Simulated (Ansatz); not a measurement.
**WC under a change: W → Se**

Take WC (space group P-6m2, No. 187; a = 2.8987 Å, c = 2.8280 Å) as the base.

Now apply this change: Se takes the place of W on all its sites; the structure is relaxed again.

Level of theory: PBEsol/PAW in Ansatz (a first-principles code), scalar-relativistic without spin-orbit coupling, earlier PAW set. Γ-centred 17×17×16 mesh, Fermi–Dirac width 0.05 eV, for the changed cell.

| quantity | base | changed | shift |
|---|---|---|---|
| volume per atom | 10.29 Å³ | 12.31 Å³ | +2.02 Å³ |
| density | 15.80 g/cm³ | 6.13 g/cm³ | -9.67 g/cm³ |
| lattice parameter a | 2.899 Å | 3.088 Å | +0.1898 Å |
| c/a ratio | 0.976 | 0.965 | -0.011 |
| space group | P-6m2 (No. 187) | P-6m2 (No. 187) | – |
| shortest interatomic distance | 2.191 Å | 2.324 Å | +0.133 Å |
| band gap | zero | zero | – |

Final structure:

```
CSe
1.0
    3.08850     0.00000     0.00000
   -1.54425     2.67472     0.00000
    0.00000     0.00000     2.98078
Se C
1 1
Direct
  0.00000   0.00000   0.00000
  0.33333   0.66667   0.50000
```

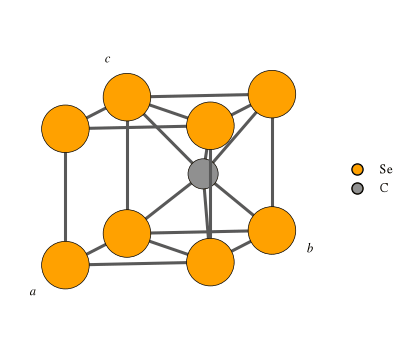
Figure. The relaxed conventional cell after the change

Cost of the whole job for the changed cell (relaxation, final SCF and bands): around 100 core-seconds (rough).

No phonon test of stability was made. As relaxed here, CSe is a hypothetical phase, not in the database extracts checked. All final runs are without spin polarisation.
